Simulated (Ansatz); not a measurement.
## SiNH3 (SMILES [N][SiH3]): the electronic atomisation energy, rung by rung

SiNH3: 5 atoms, total charge 0, spin state triplet. SMILES: `[N][SiH3]`. Geometry: relaxed at GFN2-xTB.

Quantity: the electronic atomisation energy, in eV. The values are calculated. Electronic energies at fixed atoms, without zero-point motion or spin-orbit coupling.

| level | kind | program | value (eV) | less FCI/STO-3G | CPU time (all runs) |
| --- | --- | --- | --- | --- | --- |
| UHF/STO-3G | Hartree–Fock | Ansatz | 12.21 | -1.67 | 0.16 s |
| U-revPBE/STO-3G | GGA | Ansatz | 16.51 | +2.63 | 2.1 s |
| UBLYP/STO-3G | GGA | Ansatz | 16.89 | +3.01 | 2 s |
| UPBE0/STO-3G | global hybrid | Ansatz | 16.40 | +2.52 | 2.2 s |
| U-wB97M-V/STO-3G | range-separated hybrid | Ansatz | 17.01 | +3.13 | 25 s |
| UCCSD(T)/STO-3G | coupled cluster or CI | Ansatz | 13.87 | -0.01 | 0.32 s |
| UCCSDT(Q)/STO-3G | coupled cluster or CI | Ansatz | 13.88 | 0.00 | 1.2 s |
| FCI/STO-3G | exact in the basis | Ansatz | 13.88 | 0.00 | 1.2 s |

FCI/STO-3G is exact within its basis and frozen core, so for wave-function methods in that basis the difference is their error; functionals converge differently with the basis, so for them it is only a difference. The values span 12.21 to 17.01 eV. All rows use very small basis sets, so even the best lies far from the true value. Times are those of the runs behind each value, whatever else they computed, on shared processors of several kinds: orders of magnitude only.

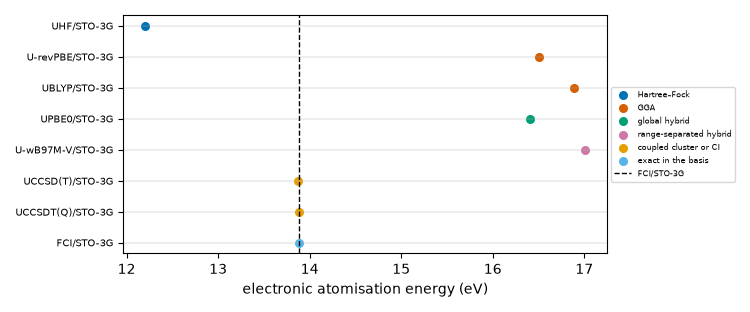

The values of the table, level by level.
